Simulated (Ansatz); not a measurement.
**GeH$_{4}$O···PH$_{3}$: density, localisation and related maps**

```xyz
10

Ge    0.1495   -1.7991   -0.0904
O     1.2806   -0.4138   -0.0950
H     0.9617   -3.1047   -0.2102
H    -0.5660   -1.7062    1.2581
H    -0.8310   -1.6831   -1.2706
H    -0.0439    1.9800    1.2840
P    -0.9924    1.7839    0.2505
H     1.8462   -0.4065   -0.8699
H    -0.1509    2.3308   -0.7504
H    -1.6537    3.0188    0.4939
```

The reactant side of a reaction path; geometry: PBE0-D4/def2-TZVP.

Computed with RKS PBE0-D4/def2-TZVPP (Ansatz).

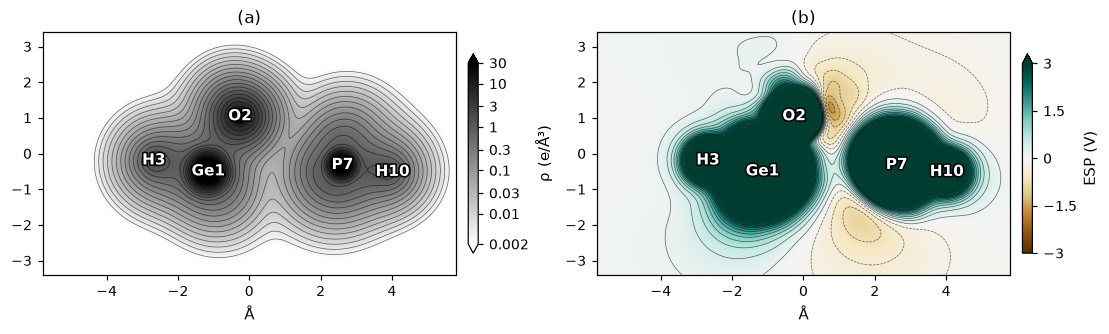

Figure 1. (a) total electron density; (b) electrostatic potential on the plane of atoms O2, Ge1 and H3.

### Interpret the plot.

- The section cuts through Ge, O, H and P sites.
- Ge1···P7 (3.78 Å): the density falls to about 0.04 e/Å³ on the way: a non-bonded, intermolecular contact.
- Ge–O (1.79 Å): ρ is about 0.97 e/Å³ halfway.
- P–H (1.42 Å): ρ is about 1.1 e/Å³ halfway.
- Ge–H (1.54 Å): ρ at the midpoint is about 1.1 e/Å³.
- Outside the dense part of the complex the potential is most negative (−1.6 V) near O2.

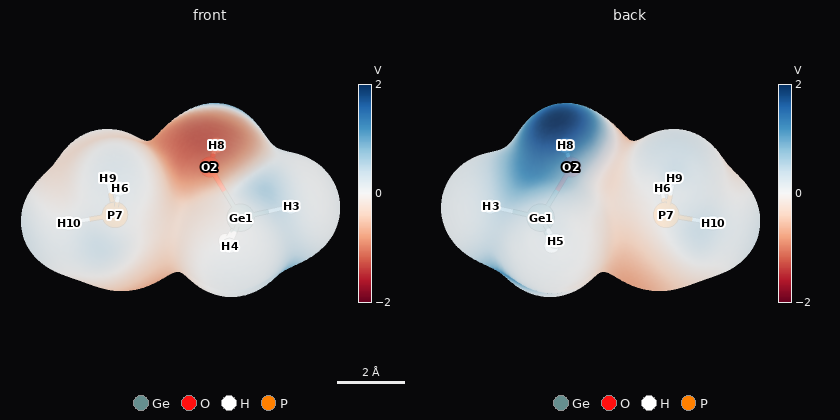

Figure 2. The electrostatic potential painted on the density surface at 0.001 e/bohr³, seen from the front and from behind; the colour scale runs from red (negative) to blue (positive).

### Which sites attract a positive test charge, and which a negative one?

A positive charge is drawn to the negative regions and a negative charge to the positive ones. The most negative region (about −1.2 V) lies over O2, the most positive (about +1.8 V) over H8. O2 is the likeliest acceptor of a hydrogen bond.

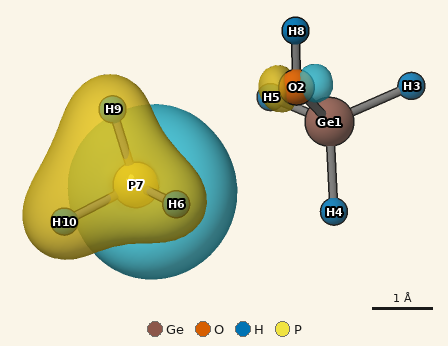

Figure 3. The HOMO at ±0.1 Å⁻³ᐟ² (yellow and cyan are the two phases), seen at a tilt.

### Describe this orbital and give its energy.

Its weight (Hirshfeld) is mainly on P7 (about 75 %), H10 (about 5 %) and H6 (about 5 %); largely a lone pair of P7. Its energy is −7.57 eV.

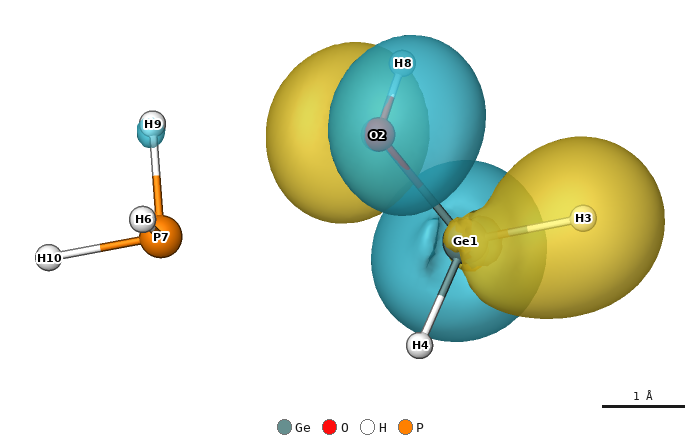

Figure 4. The HOMO−1 at ±0.08 Å⁻³ᐟ² (yellow and cyan are the two phases), seen across its widest extent.

### What is the character of this orbital?

By Hirshfeld shares it lies mainly on O2 (about 55 %), Ge1 (about 20 %), H5 (about 10 %) and H3 (about 10 %). Its energy is −8.45 eV.
